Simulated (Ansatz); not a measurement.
# GeMo: one candidate structure, part 2 of 2

Aim: relax GeMo from this start, AuCd (B19) type (Pmma, No. 51), and see where it ends.

Ansatz 0.2.0; DFT PBE, scalar-relativistic, plane waves, PAW. Earlier steps stand in the parts before.

## 4. Full relaxation (candidate A)

input.yaml reads:

```yaml
crystal:
  lattice:
    - [3.10255642, 0.0, 0.0]
    - [0.0, 3.10255642, 0.0]
    - [0.0, 0.0, 3.167780913]
  atoms:
    - { symbol: Ge, position: [0.5, 0.5, 0.0] }
    - { symbol: Mo, position: [0.0, 0.0, 0.5] }
basis:
  ecutwfc: 420
kpoints:
  mp_grid: { grid: [18, 18, 18] }
hamiltonian:
  xc: pbe
scf:
  occupations: { method: gaussian, width: 0.1 }
output:
  forces: true
  stress: true
  eigenvalues: true
relax:
  adjacent_minimum: "off"
  f_tol: 0.01
  max_steps: 80
  cell: { stress_tol: 0.05 }
```

On the command line:

```sh
> ansatz run input.yaml --threads 1 --pin off --max-ram 2560MiB --backend cpu --events-out ev --progress --plain --runs-dir out
```

Output:

```text
Warning: RAYON_NUM_THREADS=1 ignored (pool sized by the plan → 1); use --threads N
Engine: ansatz 0.2.0, aarch64-unknown-linux-gnu
Pseudopotentials: kind: paw
Pseudopotential: Ge, paw, valence charge 14, recommended cutoff 420 eV (normal), Ge.paw.azcp
Pseudopotential: Mo, paw, valence charge 14, recommended cutoff 420 eV (normal), Mo.paw.azcp
Functional definition: PBE
  parameter kappa = 0.804
  parameter beta = 0.06672455060314922
  exchange = pbe_x(kappa = kappa, mu = beta*pi^2/3)
  correlation = pbe_c(beta = beta)
Crystal: 2 atoms, lattice volume = 30.493 Å³
Basis set: ecut = 420 eV, 603 PW (Γ), exchange–correlation on 48×48×48 points (8 copies of the dense FFT grid, shifted against one another)
Bands: 18, of which v1, the nominal top of the filled ones, is band 14 counted from 1 (13 counted from 0)
Symmetry: 16 space group operations
Space group: P4/mmm (ITA 123), of the structure as read, at distance tolerance 3.1e-5 Å
k-points: 550 of 5832
Non-local potential: Ge, projectors of the file, l = 0: 2, l = 1: 2, l = 2: 3, l = 3: 1
Non-local potential: Mo, projectors of the file, l = 0: 3, l = 1: 2, l = 2: 2, l = 3: 1
PAW form: soft (Blöchl's): semilocal exchange-correlation on the pseudo side does not see the compensation charge
PAW one-centre angular grid: Ge, 590 points (default); XC on 64 Gauss nodes
PAW one-centre angular grid: Mo, 590 points (default); XC on 64 Gauss nodes
Initial density: superposition of atomic densities (neutral atoms: chi_scale 0, normalization atom), corrected by the library's trained network
Initial wavefunctions: pseudopotential atomic-orbital guess
Functional: x = pbe(κ = 0.804, μ = 0.2195149727645171), c = pbe(β = 0.06672455060314922)
SCF iter   1: F=—  HF=-9250.761750 eV  |F-HF|=—  |Δ(HF+E_count)|=         —  Δρ=9.79e-3  dr2=3.98e-2  ethr=1.77e-3  ⟨swp⟩=5.1  Hψ=46307  notcnv=0
preconditioner: auto → none  [metal: Δε(μ)=0.001 eV  Ē_g=17.481 eV  σ=0.100 eV  W_gap=0.01  n_scr=6 (ndim 8)  ℏωp=30.1 eV  f_vac=0.000  D(μ)=2.42/eV (n_scr^D=26)  sad-step TF]
SCF iter   2: F=—  HF=-9250.758500 eV  |F-HF|=—  |Δ(HF+E_count)|=   3.25e-3  Δρ=6.54e-3  dr2=2.10e-2  ethr=1.42e-4  ⟨swp⟩=1.0  Hψ=14311  notcnv=0
SCF iter   3: F=—  HF=-9250.754237 eV  |F-HF|=—  |Δ(HF+E_count)|=   4.26e-3  Δρ=1.13e-3  dr2=3.15e-4  ethr=7.48e-5  ⟨swp⟩=2.0  Hψ=11247  notcnv=0
SCF iter   4: F=—  HF=-9250.754183 eV  |F-HF|=—  |Δ(HF+E_count)|=   5.45e-5  Δρ=3.79e-4  dr2=2.23e-5  ethr=1.13e-6  ⟨swp⟩=2.0  Hψ=15349  notcnv=0
SCF iter   5: F=—  HF=-9250.754130 eV  |F-HF|=—  |Δ(HF+E_count)|=   5.26e-5  Δρ=9.00e-5  dr2=6.94e-7  ethr=7.95e-8  ⟨swp⟩=2.0  Hψ=15233  notcnv=0
SCF iter   6: F=-9250.754131 eV  HF=-9250.754131 eV  |F-HF|=2.31e-8  |Δ(HF+E_count)|=   5.54e-7  Δρ=1.40e-5  dr2=1.84e-8  ethr=3.57e-10  ⟨swp⟩=5.3  Hψ=43768  notcnv=0
SCF 1 converged in 6 iterations: F = -9250.754131 eV  dr2 = 1.84e-8
relax step   1: F+E_penalty+E_count = -9250.75413074 eV  Δ(F+E_penalty+E_count) = +0.000e0 eV  max|allowed force component| = 2.209e-29 eV/Å  Δτ_max = 0.0000 Å  P = +0.389 GPa  Ω = 30.493 Å³  (6 SCF iters, dr2 threshold 1.00e-7 eV, accepted)
Crystal: 2 atoms, lattice volume = 30.616 Å³
Basis set: ecut = 420 eV, 619 PW (Γ), exchange–correlation on 48×48×48 points (8 copies of the dense FFT grid, shifted against one another)
Initial density: handed on by an earlier stage of this run
Initial wavefunctions: those handed on with the density
iter 1 solved again at ethr=3.59e-6 eV; its pass at ethr=3.10e-3 eV (dr2=1.00e-3 eV) is discarded
SCF iter   1: F=—  HF=-9250.756898 eV  |F-HF|=—  |Δ(HF+E_count)|=         —  Δρ=1.95e-3  dr2=1.04e-3  ethr=3.59e-6  ⟨swp⟩=1.4  Hψ=55478  notcnv=0
preconditioner: auto → none  [metal: Δε(μ)=0.007 eV  Ē_g=17.354 eV  σ=0.100 eV  W_gap=0.04  n_scr=6 (ndim 8)  ℏωp=30.0 eV  f_vac=0.000  D(μ)=2.53/eV (n_scr^D=26)]
SCF iter   2: F=—  HF=-9250.756659 eV  |F-HF|=—  |Δ(HF+E_count)|=   2.39e-4  Δρ=9.86e-4  dr2=1.20e-4  ethr=3.59e-6  ⟨swp⟩=2.0  Hψ=12201  notcnv=0
SCF iter   3: F=—  HF=-9250.756627 eV  |F-HF|=—  |Δ(HF+E_count)|=   3.20e-5  Δρ=3.06e-4  dr2=1.29e-5  ethr=4.30e-7  ⟨swp⟩=1.0  Hψ=9900  notcnv=0
iter 4 did not close the SCF: its close was put off for the readings that it lacked (scf_convergence_deferred on its scf_iter line)
SCF iter   4: F=-9250.756627 eV  HF=-9250.756627 eV  |F-HF|=4.47e-9  |Δ(HF+E_count)|=   2.01e-7  Δρ=2.22e-5  dr2=7.21e-8  ethr=4.59e-8  ⟨swp⟩=1.2  Hψ=10030  notcnv=0
iter 5 did not close the SCF: its close was put off for the readings that it lacked (scf_convergence_deferred on its scf_iter line)
SCF iter   5: F=-9250.756627 eV  HF=-9250.756627 eV  |F-HF|=7.73e-10  |Δ(HF+E_count)|=   4.88e-9  Δρ=3.06e-6  dr2=1.70e-9  ethr=2.58e-10  ⟨swp⟩=2.0  Hψ=15129  notcnv=0
SCF iter   6: F=-9250.756627 eV  HF=-9250.756627 eV  |F-HF|=2.04e-10  |Δ(HF+E_count)|=  1.51e-10  Δρ=6.10e-7  dr2=1.05e-10  ethr=6.06e-12  ⟨swp⟩=1.6  Hψ=28742  notcnv=0
the search or the solves at the SCF's close seem to have found levels that the self-consistency loop had missed (the run counts 2). By its estimate they hold under 1e-12 electrons; where the run keeps them, the occupations were computed again with them
SCF 2 converged in 6 iterations: F = -9250.756627 eV  dr2 = 1.05e-10
relax step   2: F+E_penalty+E_count = -9250.75662746 eV  Δ(F+E_penalty+E_count) = -2.497e-3 eV  max|allowed force component| = 1.183e-30 eV/Å  Δτ_max = 0.0000 Å  P = -0.390 GPa  Ω = 30.616 Å³  energy of the carried Pulay correction = -3.573e-5 eV  (6 SCF iters, dr2 threshold 2.00e-7 eV, accepted)
Crystal: 2 atoms, lattice volume = 30.533 Å³
iter 1 solved again at ethr=2.38e-8 eV; its pass at ethr=3.10e-3 eV (dr2=6.66e-6 eV) is discarded
SCF iter   1: F=—  HF=-9250.756752 eV  |F-HF|=—  |Δ(HF+E_count)|=         —  Δρ=1.28e-4  dr2=6.01e-6  ethr=2.38e-8  ⟨swp⟩=2.0  Hψ=52313  notcnv=0
preconditioner: auto → none  [metal: Δε(μ)=0.009 eV  Ē_g=17.375 eV  σ=0.100 eV  W_gap=0.05  n_scr=6 (ndim 8)  ℏωp=30.1 eV  f_vac=0.000  D(μ)=2.52/eV (n_scr^D=26)]
SCF iter   2: F=—  HF=-9250.756723 eV  |F-HF|=—  |Δ(HF+E_count)|=   2.98e-5  Δρ=6.27e-5  dr2=1.10e-6  ethr=2.15e-8  ⟨swp⟩=1.4  Hψ=10147  notcnv=0
iter 3 did not close the SCF: its close was put off for the readings that it lacked (scf_convergence_deferred on its scf_iter line)
SCF iter   3: F=-9250.756723 eV  HF=-9250.756723 eV  |F-HF|=4.12e-8  |Δ(HF+E_count)|=   2.42e-8  Δρ=1.21e-5  dr2=5.61e-8  ethr=3.91e-9  ⟨swp⟩=1.4  Hψ=10243  notcnv=0
iter 4 did not close the SCF: its close was put off for the readings that it lacked (scf_convergence_deferred on its scf_iter line)
SCF iter   4: F=-9250.756723 eV  HF=-9250.756723 eV  |F-HF|=3.86e-10  |Δ(HF+E_count)|=   1.04e-8  Δρ=2.26e-6  dr2=9.11e-10  ethr=2.00e-10  ⟨swp⟩=2.1  Hψ=12773  notcnv=0
iter 5 did not close the SCF: its close was put off for the readings that it lacked (scf_convergence_deferred on its scf_iter line)
SCF iter   5: F=-9250.756723 eV  HF=-9250.756723 eV  |F-HF|=1.82e-12  |Δ(HF+E_count)|=  1.64e-10  Δρ=8.50e-7  dr2=7.27e-11  ethr=3.25e-12  ⟨swp⟩=2.1  Hψ=17112  notcnv=0
SCF iter   6: F=-9250.756723 eV  HF=-9250.756723 eV  |F-HF|=3.64e-12  |Δ(HF+E_count)|=  2.18e-11  Δρ=1.68e-7  dr2=3.44e-12  ethr=1.00e-12  ⟨swp⟩=1.0  Hψ=22000  notcnv=0
SCF 3 converged in 6 iterations: F = -9250.756723 eV  dr2 = 3.44e-12
relax step   3: F+E_penalty+E_count = -9250.75672272 eV  Δ(F+E_penalty+E_count) = -9.526e-5 eV  max|allowed force component| = 1.578e-29 eV/Å  Δτ_max = 0.0000 Å  P = +0.119 GPa  Ω = 30.533 Å³  energy of the carried Pulay correction = -1.289e-5 eV  (6 SCF iters, dr2 threshold 2.00e-7 eV, accepted)
Crystal: 2 atoms, lattice volume = 30.552 Å³
iter 1 solved again at ethr=2.41e-9 eV; its pass at ethr=3.10e-3 eV (dr2=6.76e-7 eV) is discarded
SCF iter   1: F=—  HF=-9250.756755 eV  |F-HF|=—  |Δ(HF+E_count)|=         —  Δρ=4.77e-5  dr2=7.10e-7  ethr=2.41e-9  ⟨swp⟩=2.4  Hψ=53060  notcnv=0
preconditioner: auto → none  [metal: Δε(μ)=0.011 eV  Ē_g=17.370 eV  σ=0.100 eV  W_gap=0.06  n_scr=6 (ndim 8)  ℏωp=30.0 eV  f_vac=0.000  D(μ)=2.52/eV (n_scr^D=26)]
SCF iter   2: F=—  HF=-9250.756726 eV  |F-HF|=—  |Δ(HF+E_count)|=   2.95e-5  Δρ=2.39e-5  dr2=1.02e-7  ethr=2.41e-9  ⟨swp⟩=2.1  Hψ=12079  notcnv=0
iter 3 did not close the SCF: its close was put off for the readings that it lacked (scf_convergence_deferred on its scf_iter line)
SCF iter   3: F=-9250.756726 eV  HF=-9250.756726 eV  |F-HF|=3.33e-9  |Δ(HF+E_count)|=  1.75e-10  Δρ=6.62e-6  dr2=9.89e-9  ethr=3.65e-10  ⟨swp⟩=1.1  Hψ=10024  notcnv=0
iter 4 did not close the SCF: its close was put off for the readings that it lacked (scf_convergence_deferred on its scf_iter line)
SCF iter   4: F=-9250.756726 eV  HF=-9250.756726 eV  |F-HF|=4.37e-11  |Δ(HF+E_count)|=  4.80e-10  Δρ=8.30e-7  dr2=1.40e-10  ethr=3.53e-11  ⟨swp⟩=2.1  Hψ=12675  notcnv=0
iter 5 did not close the SCF: its close was put off for the readings that it lacked (scf_convergence_deferred on its scf_iter line)
SCF iter   5: F=-9250.756726 eV  HF=-9250.756726 eV  |F-HF|=0.00e0  |Δ(HF+E_count)|=  3.64e-12  Δρ=1.80e-7  dr2=3.21e-12  ethr=1.00e-12  ⟨swp⟩=2.4  Hψ=15207  notcnv=0
SCF iter   6: F=-9250.756726 eV  HF=-9250.756726 eV  |F-HF|=1.82e-12  |Δ(HF+E_count)|=    0.00e0  Δρ=5.04e-8  dr2=3.28e-13  ethr=1.00e-12  ⟨swp⟩=1.1  Hψ=22156  notcnv=0
SCF 4 converged in 6 iterations: F = -9250.756726 eV  dr2 = 3.28e-13
relax step   4: F+E_penalty+E_count = -9250.75672580 eV  Δ(F+E_penalty+E_count) = -3.085e-6 eV  max|allowed force component| = 1.972e-31 eV/Å  Δτ_max = 0.0000 Å  P = +0.001 GPa  Ω = 30.552 Å³  energy of the carried Pulay correction = -1.810e-5 eV  (6 SCF iters, dr2 threshold 5.39e-8 eV, accepted)
Initial wavefunctions: pseudopotential atomic-orbital guess (no wavefunctions were taken with the density)
iter 1 solved again at ethr=1.68e-8 eV; its pass at ethr=3.10e-3 eV (dr2=4.71e-6 eV) is discarded
SCF iter   1: F=—  HF=-9250.756509 eV  |F-HF|=—  |Δ(HF+E_count)|=         —  Δρ=6.21e-4  dr2=2.45e-6  ethr=1.68e-8  ⟨swp⟩=3.1  Hψ=71729  notcnv=0
SCF iter   2: F=—  HF=-9250.756675 eV  |F-HF|=—  |Δ(HF+E_count)|=   1.66e-4  Δρ=3.11e-4  dr2=6.11e-7  ethr=8.75e-9  ⟨swp⟩=1.0  Hψ=9900  notcnv=0
SCF iter   3: F=—  HF=-9250.756739 eV  |F-HF|=—  |Δ(HF+E_count)|=   6.41e-5  Δρ=2.62e-6  dr2=2.38e-9  ethr=2.18e-9  ⟨swp⟩=1.0  Hψ=9900  notcnv=0
SCF iter   4: F=—  HF=-9250.756739 eV  |F-HF|=—  |Δ(HF+E_count)|=  2.40e-10  Δρ=5.30e-7  dr2=1.04e-10  ethr=8.49e-12  ⟨swp⟩=2.4  Hψ=16643  notcnv=0
iter 5 did not close the SCF: its close was put off for the readings that it lacked (scf_convergence_deferred on its scf_iter line)
SCF iter   5: F=-9250.756739 eV  HF=-9250.756739 eV  |F-HF|=1.82e-12  |Δ(HF+E_count)|=  1.09e-11  Δρ=1.46e-7  dr2=6.91e-12  ethr=1.00e-12  ⟨swp⟩=1.0  Hψ=9924  notcnv=0
SCF iter   6: F=-9250.756739 eV  HF=-9250.756739 eV  |F-HF|=0.00e0  |Δ(HF+E_count)|=  3.64e-12  Δρ=3.37e-8  dr2=2.58e-13  ethr=1.00e-12  ⟨swp⟩=4.0  Hψ=39071  notcnv=0
SCF 5 converged in 6 iterations: F = -9250.756739 eV  dr2 = 2.58e-13
relax step   5: F+E_penalty+E_count = -9250.75673944 eV  Δ(F+E_penalty+E_count) = -1.364e-5 eV  max|allowed force component| = 1.972e-31 eV/Å  Δτ_max = 0.0000 Å  P = +0.001 GPa  Ω = 30.552 Å³  stress off target by 2.97e-3 GPa  SCF on the basis re-selected at this cell (its energy is not comparable with the rows above)  (6 SCF iters)
basis re-selected at this cell: Δ(F+E_penalty+E_count) = -1.364e-5 eV, ΔP = +0.000 GPa vs the last step (what re-selecting the basis moved, of the pressure what is left beyond the Pulay correction that the steps carried, after the strain that the cell walked since its last selection, with what the two solves' SCF thresholds leave and, on support functions, any second-order correction that the steps lacked; it is no measure of the basis error at this ecutwfc). This SCF's stress stands 2.97e-3 GPa from its target on what of the cell is left free (relax.cell.stress_tol is 5.00e-2 GPa) and its largest allowed force component is 1.97e-31 eV/Å (relax.f_tol is 1.00e-2 eV/Å): within both
SCF converged after 6 iterations
Free energy (F): -9250.756739 eV
Harris-Foulkes:  -9250.756739 eV  (|F-HF|=0.00e0)
Internal energy: -9250.744124 eV  (E = F + TS)
E sigma→0 (E₀):  -9250.750432 eV
Entropy (-TS):   -0.012615 eV (-6.308 meV/atom)
Fermi energy:    17.791400 eV
--- Per-component energies (eV) ---
  E_band       = -114.020591
  E_kinetic    = 555.086411
  E_local      = -2723.594290  (includes V_loc(G=0)·N_el)
  E_nonlocal   = 563.050142
  E_hartree    = 1122.311380
  E_xc         = -260.038983
  E_vxc        = -295.045262  (∫ρ·V_xc dr)
  E_paw        = -5222.028559  (= ΣΔE_a)
  E_vpaw       = -458.140641  (= ΣTr[D̂ρ^β])
  E_aug_tail   = 0.000290  (compensation charges beyond the density's cutoff)
  E_ewald      = -3285.530514
  E_smearing   = -0.012615  (= −TS)
  E_closure    = 0.000000  (closes the sum)
  Σ components = -9250.756739   (vs F -9250.756739, Δ=0.00e0)
--- Forces (eV/Å), atoms counted from 1 ---
  atom   1  Ge     0.00000000     0.00000000     0.00000000
  atom   2  Mo     0.00000000     0.00000000     0.00000000
  max |Σ_I F_I| component: 3.94e-31 eV/Å
--- Stress (GPa, compression-positive) ---
        0.000266       0.000000       0.000000
        0.000000       0.000266       0.000000
        0.000000       0.000000       0.002969
  P = ⅓ Tr σ = 0.0012 GPa (0.012 kbar)
--- Band table (eV; the first three rows and the last of 550) ---
  k-point 0: bands = ["-42.9839", "-16.9649", "-16.9649", "-16.9648", "-6.5256", "-6.5256", "-6.4730", "-6.4730", "-6.4730", "5.6373", "14.7849", "14.7849", "18.9634", "18.9636", "18.9636", "20.4058", "20.4058", "20.4065"]
  k-point 1: bands = ["-42.9832", "-16.9743", "-16.9641", "-16.9641", "-6.5254", "-6.5234", "-6.4732", "-6.4732", "-6.4729", "5.6903", "14.7736", "14.8034", "18.7026", "18.7026", "18.9688", "20.1961", "20.7088", "20.7088"]
  k-point 2: bands = ["-42.9811", "-17.0015", "-16.9620", "-16.9620", "-6.5248", "-6.5173", "-6.4740", "-6.4740", "-6.4725", "5.8477", "14.7089", "14.8575", "18.2064", "18.2064", "18.9846", "19.7295", "21.3323", "21.3323"]
  k-point 549: bands = ["-42.9148", "-17.1910", "-17.1910", "-17.1910", "-6.4944", "-6.4944", "-6.4944", "-6.4174", "-6.4174", "12.3306", "12.3306", "12.3306", "12.7510", "20.5750", "20.5753", "22.0483", "22.0483", "22.0485"]
--- Relaxed structure (4 steps of the walk, 4 accepted, 1 SCFs on fresh bases) ---
  F+E_penalty+E_count = -9250.75673944 eV   max|allowed force component| = 1.972e-31 eV/Å   (the final SCF, on the basis selected at the relaxed cell)
  cell:  # Å, volume = 30.5518 Å³
    - [3.126197879193537, 2.1367550391995077e-34, 0.0]
    - [2.1367550391995077e-34, 3.126197879193537, 0.0]
    - [0.0, 0.0, 3.126107561134121]
  atoms:
    - { symbol: Ge, position: [0.5, 0.5, 0.0] }
    - { symbol: Mo, position: [-3.1522756317325676e-35, 3.819103169214457e-36, 0.5] }
```

It took 86 s on 1 thread of Arm Neoverse V1, shared host; peak memory 0.55 GiB.

The steps of the relaxation:

| step | energy from step 1 (eV/cell) | largest force component (eV/Å) | pressure (GPa) | volume (Å³) |
| --- | --- | --- | --- | --- |
| 1 | 0.0000 | 0.0000 | 0.39 | 30.49 |
| 2 | -0.0025 | 0.0000 | -0.39 | 30.62 |
| 3 | -0.0026 | 0.0000 | 0.12 | 30.53 |
| 4 | -0.0026 | 0.0000 | 0.00 | 30.55 |
| 5 | -0.0026 | 0.0000 | 0.00 | 30.55 |

Step 1 is the start. Step 5 repeats the geometry before it on a plane-wave basis chosen anew for that cell, so its energy need not be comparable with the rows above.

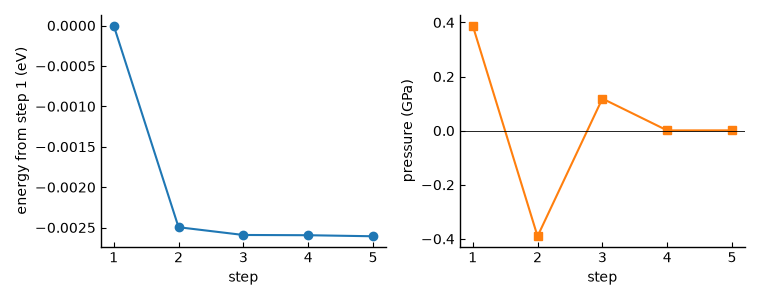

Energy and pressure along the relaxation.

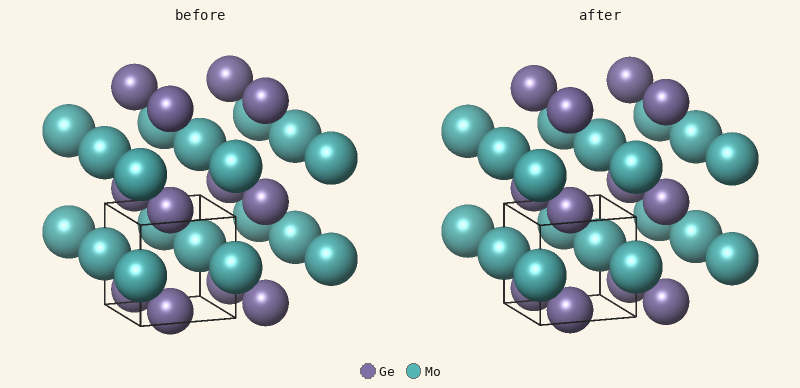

Before and after, at one scale. The change is too small to see at this scale.

|  | before | after | change |
| --- | --- | --- | --- |
| a (Å) | 3.103 | 3.126 | +0.8 % |
| b (Å) | 3.103 | 3.126 | +0.8 % |
| c (Å) | 3.168 | 3.126 | -1.3 % |
| volume (Å³/atom) | 15.25 | 15.28 | +0.2 % |
| shortest distance (Å) | 2.706 | 2.707 | +0.1 % |
| space group (0.01 Å) | P4/mmm | Pm-3m | changed |

## 5. Changing settings: dr2_threshold 1.0e-06, scf.algorithm direct_min

input.yaml reads:

```yaml
crystal:
  lattice:
    - [3.1261978792, 0.0, 0.0]
    - [0.0, 3.1261978792, 0.0]
    - [0.0, 0.0, 3.1261075611]
  atoms:
    - { symbol: Ge, position: [0.5, 0.5, 0.0] }
    - { symbol: Mo, position: [0.0, 0.0, 0.5] }
basis:
  ecutwfc: 420
kpoints:
  mp_grid: { grid: [18, 18, 18] }
hamiltonian:
  xc: pbe
scf:
  occupations: { method: gaussian, width: 0.1 }
  convergence: { dr2_threshold: 1.0e-06 }
  algorithm: direct_min
output:
  forces: true
  eigenvalues: true
  stress: true
```

On the command line:

```sh
> ansatz run input.yaml --threads 1 --pin off --max-ram 2560MiB --backend cpu --events-out ev --progress --plain --runs-dir out
```

Output (excerpt; [...] marks lines left out):

```text
Warning: 32 symmetry operations that the atoms keep within the bar at which the run's group was sought (crystal.symmetry.tolerance 1.0e-5, or twice it) were not taken beside the 16 unitary ones that the detection took (of a slab, those that keep its plane). If the more symmetric cell is [...]
Warning: scf.convergence.dr2_threshold = 1e-6 eV is looser than this run's default, which is 1e-7 eV or tighter. The error in the forces grows as the threshold's square root, so leave the key out unless less accurate forces are enough
Warning: output.stress: scf.convergence.dr2_threshold = 1e-6 eV is looser than the 2e-10 eV advised for a printed stress (1e-10 eV for each atom of the cell: 2). What an SCF threshold leaves in a stress goes as its square root, and in the free energy as the threshold itself, and one [...]
Warning: RAYON_NUM_THREADS=1 ignored (pool sized by the plan → 1); use --threads N
[...]
[... 4 set-up lines as earlier in the session ...]
[...]
Crystal: 2 atoms, lattice volume = 30.552 Å³
[...]
SCF iter   4: F=-9250.756739 eV  HF=-9250.756739 eV  |F-HF|=5.94e-8  |Δ(HF+E_count)|=   1.24e-5  Δρ=1.42e-5  dr2=7.19e-8  ethr=6.03e-8  ⟨swp⟩=2.0  Hψ=17757  notcnv=0
the search or the solves at the SCF's close seem to have found levels that the self-consistency loop had missed (the run counts 4). By its estimate they hold under 1e-12 electrons; where the run keeps them, the occupations were computed again with them
[...]
SCF converged after 4 iterations
Stability not checked: this state was not tested for a lower state beside it, because a direct minimisation reached the state, and no test of it is asked (direct_minimisation; see scf.lower_state_search)
Free energy (F): -9250.756739 eV
[...]
E sigma→0 (E₀):  -9250.750432 eV
Entropy (-TS):   -0.012615 eV (-6.308 meV/atom)
Fermi energy:    17.791390 eV
[...]
--- Forces (eV/Å), atoms counted from 1 ---
  atom   1  Ge     0.00000000     0.00000000     0.00000000
  atom   2  Mo    -0.00000000     0.00000000     0.00000000
[...]
--- Stress (GPa, compression-positive) ---
        0.000142       0.000000       0.000000
        0.000000       0.000142       0.000000
        0.000000       0.000000       0.002844
  P = ⅓ Tr σ = 0.0010 GPa (0.010 kbar)
--- Band table (eV; the first three rows and the last of 550) ---
  k-point 0: bands = ["-42.9840", "-16.9650", "-16.9650", "-16.9649", "-6.5262", "-6.5262", "-6.4736", "-6.4736", "-6.4736", "5.6372", "14.7850", "14.7850", "18.9633", "18.9636", "18.9636", "20.4057", "20.4057", "20.4064"]
[...]
```

Run time: 38 s. Hardware: 1 thread of Arm Neoverse V1, shared host; peak memory 0.95 GiB.

```csv
run,ending,energy change,pressure (GPa),gap (eV),force (eV/Å),cycles,time
step 4,converged,0,0.0,0.00,0.00,-,86 s
variant,converged,0.0 meV/atom,0.0,0.00,0.00,4,38 s
```

Same state: the changed convergence setting and solver leaves the energy within 0.5 meV/atom.

## 6. Ranking

What follows sums up all 2 parts. Changes of volume or cell count from the first structure of part 1.

Formation energies count from the elements, computed with the same settings in runs not shown here.

Rows marked E are candidates relaxed earlier by the same steps.

| candidate | start | space group at the end | atoms | volume (Å³/atom) | energy above the lowest (meV/atom) | gap on the mesh (eV) | formation energy (eV/atom) |
| --- | --- | --- | --- | --- | --- | --- | --- |
| A | AuCd (B19) type (Pmma, No. 51) | Pm-3m | 2 | 15.28 | 0.0 | 0.00 | +0.127 |
| E1 | NaTl (B32) type (Fd-3m, No. 227) | Fd-3m | 4 | 16.06 | 113.3 | 0.00 | +0.240 |

What this shows: The lowest is A, in Pm-3m; E1 follows 113 meV/atom higher. The ranking holds among these candidates alone. Candidate A ended in another space group than at the start: Pmma to Pm-3m. The lowest formation energy here, +0.13 eV/atom, is positive, so the elements lie lower than the structures tried; another structure of the compound can lie lower.
